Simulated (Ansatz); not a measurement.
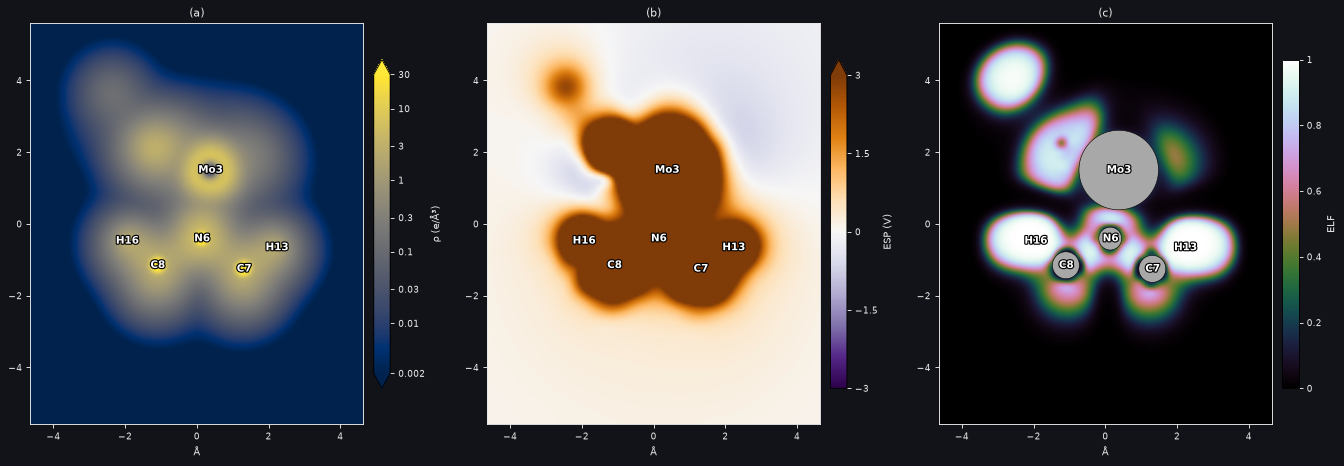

C₃H₁₀MoN₂O₂. (a) electron density; (b) electrostatic potential; (c) electron localisation function on the plane of atoms N6, C8 and H16. Grey discs cover the atomic cores in the ELF map.

Geometry: PBE0-D4/def2-TZVP; core potentials replace the inner electrons of Mo.

Level of theory: RKS PBE0-D4/def2-TZVPP (Ansatz).

The calculation's input:

```
crystal:
  periodic: [false, false, false]
  atoms:
    - {symbol: C, position_ang: [0.162659, -1.968294, 2.397891]}
    - {symbol: N, position_ang: [0.502497, -0.963964, 1.453590]}
    - {symbol: Mo, position_ang: [0.354791, 0.644849, 0.829081]}
    - {symbol: O, position_ang: [-0.790092, 1.556548, 1.677847]}
    - {symbol: O, position_ang: [2.087383, 1.442516, 0.913163]}
    - {symbol: N, position_ang: [-0.222339, 0.434636, -0.996850]}
    - {symbol: C, position_ang: [-0.797276, 1.574270, -1.676760]}
    - {symbol: C, position_ang: [-0.212715, -0.761636, -1.801797]}
    - {symbol: H, position_ang: [-0.196637, -2.862506, 1.876267]}
    - {symbol: H, position_ang: [1.047300, -2.258173, 2.975223]}
    - {symbol: H, position_ang: [-0.617468, -1.636309, 3.092168]}
    - {symbol: H, position_ang: [2.144637, 2.399973, 0.964934]}
    - {symbol: H, position_ang: [-0.837322, 2.446702, -1.020848]}
    - {symbol: H, position_ang: [-1.822860, 1.357155, -2.003455]}
    - {symbol: H, position_ang: [-0.207176, 1.842059, -2.562788]}
    - {symbol: H, position_ang: [0.197130, -1.595901, -1.235454]}
    - {symbol: H, position_ang: [-1.229589, -1.019866, -2.128234]}
    - {symbol: H, position_ang: [0.399576, -0.620858, -2.702277]}
basis:
  gaussian: {orbitals: def2-TZVPP}
hamiltonian: {xc: pbe0, dispersion: d4}
output: {orbitals: {seedname: orbitals}}
```

Run with:

```sh
ansatz run in.yaml --threads 4 --pin off --events-out ev --progress --plain --max-ram 66560MiB --backend cuda --devices 0, --max-vram 37GiB
```

**Interpret the plot.**

Atoms in the plane: Mo, N, C and H. C–N (1.45 Å): ρ at the midpoint is about 1.9 e/Å³; the ELF peaks at about 0.90 between the atoms: a covalent bond. Mo–N (1.93 Å): the density is about 1.1 e/Å³ at the midpoint; the ELF peaks at about 0.90 in the valence shell of N, 0.6 Å from its nucleus, and is about 0.35 at the midpoint. C–H (1.09 Å): ρ at the midpoint is about 2.1 e/Å³; the ELF climbs to about 1 towards the hydrogen, as it does in any bond to H; a covalent bond by its length. Outside the dense part of the molecule the potential is most negative (−0.7 V) near O4, which lies off the plane.
